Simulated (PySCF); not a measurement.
System: C₇H₁₈AlN.

Input file:

```
{"job": {"kind": "nmr", "xc": "PBE0", "basis": "pcSseg-1"}, "charge": 0, "multiplicity": 1}
C      2.891249     0.688191     0.003074
C      1.892186    -0.222360     0.709061
N      0.635824    -0.464269     0.004385
C      0.843464    -1.104389    -1.285024
C     -0.175757     0.744785    -0.121734
C     -1.607313     0.401178    -0.548577
C     -2.464003     1.666480    -0.535961
C     -2.154022    -0.693967     0.386269
Al    -0.574095    -1.718535     1.117687
H      3.787429     0.773656     0.611917
H      3.178167     0.285916    -0.965143
H      2.483390     1.686051    -0.137650
H      2.344971    -1.203133     0.889090
H      1.636617     0.198790     1.685348
H     -0.078061    -1.613118    -1.573821
H      1.120314    -0.387771    -2.063277
H      1.621273    -1.860253    -1.191008
H      0.275620     1.456765    -0.825414
H     -0.221082     1.206332     0.869472
H     -1.584567     0.026111    -1.576925
H     -2.491088     2.097412     0.463080
H     -2.067789     2.413973    -1.222644
H     -3.483049     1.433578    -0.835791
H     -3.010230    -1.176195    -0.100307
H     -2.590747    -0.183674     1.263656
H     -0.082162    -3.111534     0.615234
H     -0.146435    -1.313597     2.570083
```

Command:

```sh
OMP_NUM_THREADS=1 python probes_run.py task.json out
```

Geometry: GFN2-xTB.

Method: PBE0/pcSseg-1, SCF density, gas phase, non-relativistic (PySCF).

What will maps of the electron density and electron localisation function show?

Answer. C–N (1.46 Å): ρ is about 1.9 e/Å³ halfway; the ELF peaks at about 0.95 between the atoms, as expected for a covalent bond.
C–C (1.53 Å): the density is about 1.6 e/Å³ at the midpoint; the ELF peaks at about 0.95 between the atoms (a shared electron pair).
C–H (1.09 Å): the density is about 2 e/Å³ at the midpoint; the ELF climbs to about 1 towards the hydrogen, as it does in any bond to H (an ordinary covalent bond to hydrogen).

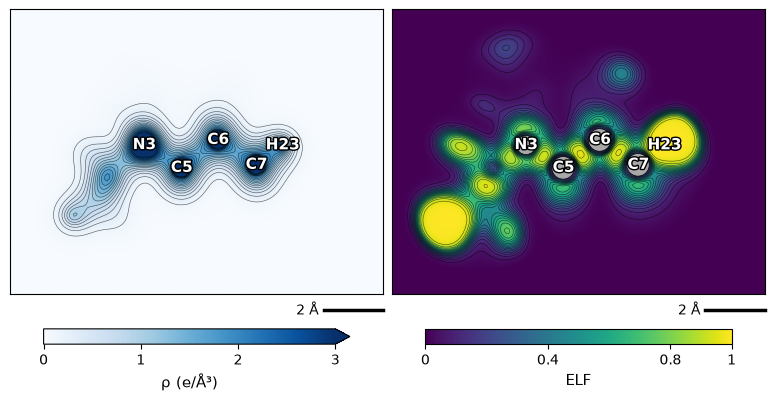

Computed electron density and electron localisation function on the plane of atoms C5, C6 and C7, in this order. Grey discs cover the atomic cores in the ELF map. 
